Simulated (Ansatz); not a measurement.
# Phonon calculation of AlH3ClF

System: AlH3ClF.
Method: RKS PBE-D4/def2-SVPD (Ansatz 0.2.0).

It belongs to a series of runs on one base structure; here: vibrations at the highest image of the band.

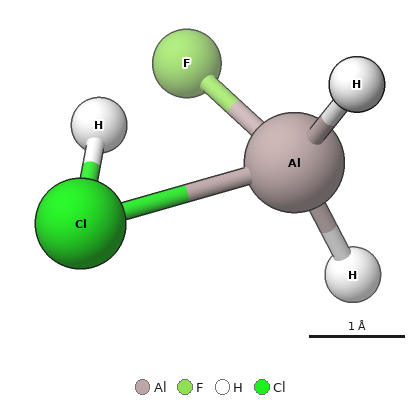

**Figure 1.** The structure as given in the input (ball-and-stick view, seen at a tilt). Sticks mark near contacts.

## Results in brief

- outcome: converged
- total energy: −21867.8825 eV
- mean-field energy: −21867.7894 eV
- largest force (length of the vector): 0.052 eV/Å
- hardware: 2 threads of Arm Neoverse V2, 24 GiB of memory available, shared host
- wall time: 23 s (CPU time 43 s)
- peak memory: 0.12 GiB

## The input
```yaml
crystal:
  periodic: [false, false, false]
  atoms:
    - { symbol: Al, position_ang: [-0.453799, 0.343676, -0.407054] }
    - { symbol: F, position_ang: [-0.573868, -0.690672, 1.109208] }
    - { symbol: H, position_ang: [-0.929509, -0.453674, -1.689998] }
    - { symbol: H, position_ang: [-0.604149, 1.886033, -0.078469] }
    - { symbol: H, position_ang: [0.725087, -0.766193, 0.962527] }
    - { symbol: Cl, position_ang: [1.836238, -0.319072, 0.103687] }
basis:
  gaussian: { orbitals: def2-SVPD }
hamiltonian:
  xc: pbe
  dispersion: d4
phonons: {}
```

Run as:
```bash
ansatz run input.yaml --threads 2 --pin off --max-ram 3072MiB --backend cpu --events-out ev --progress --plain --runs-dir out
```

## What the program printed
```
Engine: ansatz 0.2.0, aarch64-unknown-linux-gnu
Functional definition: PBE
  parameter kappa = 0.804
  parameter beta = 0.06672455060314922
  exchange = pbe_x(kappa = kappa, mu = beta*pi^2/3)
  correlation = pbe_c(beta = beta)
882 factors; their error is unknown
mean field evaluation 1: about -21865.5964 eV, gradient 3.4e1 eV
mean field evaluation 2: about -21858.1612 eV, gradient 7.9e1 eV
mean field evaluation 4: about -21867.8185 eV, gradient 2.6e0 eV
mean field evaluation 8: about -21867.8330 eV, gradient 3.4e-2 eV
mean field evaluation 16: about -21867.7893 eV, gradient 4.1e-5 eV
mean field -21867.78931966 eV, -803.6264349774 hartree, gradient 4.1e-5 eV, S^2 0.000000; 0 other end points of the search recorded, 0 dependent functions left out
the calculation of the forces begins
reference -21867.78936838 eV, -803.6264367680 hartree; 21, 21 occupied and 77, 77 virtual orbitals, 882 factors
these checks for a lower state are left out or cut short: stability, starts, cluster_reference, orbital_swaps, neighbouring_geometries, increment
882 factors; their error is unknown
mean field -21867.78931053 eV, -803.6264346422 hartree, gradient 1.1e-6 eV, S^2 0.000000; 0 other end points of the search recorded, 0 dependent functions left out
[... from here on the field's lines of each further geometry are left out, up to the last ...]
the calculation of the forces begins
reference -21867.78926942 eV, -803.6264331313 hartree; 21, 21 occupied and 77, 77 virtual orbitals, 882 factors
these checks for a lower state are left out or cut short: stability, starts, cluster_reference, orbital_swaps, neighbouring_geometries, increment
882 factors; their error is unknown
mean field -21867.78938947 eV, -803.6264375432 hartree, gradient 3.0e-6 eV, S^2 0.000000; 0 other end points of the search recorded, 0 dependent functions left out
the calculation of the forces begins
reference -21867.78943820 eV, -803.6264393338 hartree; 21, 21 occupied and 77, 77 virtual orbitals, 882 factors
WARN: phonons: modes at or below zero, which the zero-point energy, F, S and C_V leave out: 1, the lowest at -271.43 cm⁻¹. A minimum has none, and a first-order saddle one
Total energy: -21867.88251723 eV, -803.6298599251 hartree
Atom 0 at    -0.453799     0.343676    -0.407054 Å, force     0.006981     0.003405    -0.000551 eV/Å
Atom 1 at    -0.573868    -0.690672     1.109208 Å, force    -0.003821     0.003708     0.000049 eV/Å
Atom 2 at    -0.929509    -0.453674    -1.689998 Å, force     0.000845    -0.000051    -0.004150 eV/Å
Atom 3 at    -0.604149     1.886033    -0.078469 Å, force    -0.002624    -0.003967     0.001773 eV/Å
Atom 4 at     0.725087    -0.766193     0.962527 Å, force    -0.029814    -0.018348     0.038109 eV/Å
Atom 5 at     1.836238    -0.319072     0.103687 Å, force     0.028433     0.015253    -0.035231 eV/Å
Dipole moment:     0.027370     0.021484    -0.035885 e Å
Vibrations: -271.43 314.46 363.33 485.32 514.14 599.16 716.16 759.92 940.74 1498.23 1925.92 1949.84 cm⁻¹, zero-point energy 0.624088 eV
```

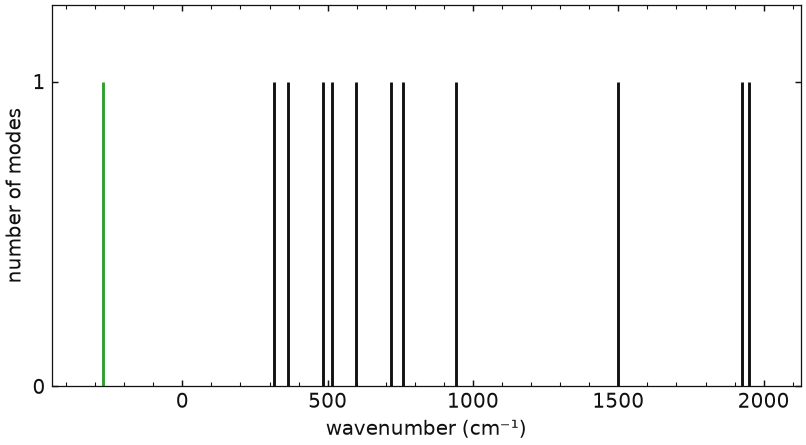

**Figure 2.** Harmonic vibrational wavenumbers from the force constants; neighbouring modes closer than 10 cm⁻¹ are counted in one stick, and imaginary ones are drawn at negative wavenumbers. 12 modes from 271i to 1950 cm⁻¹, 1 imaginary beyond 8i (271i cm⁻¹): a first-order saddle point, if the geometry is stationary.
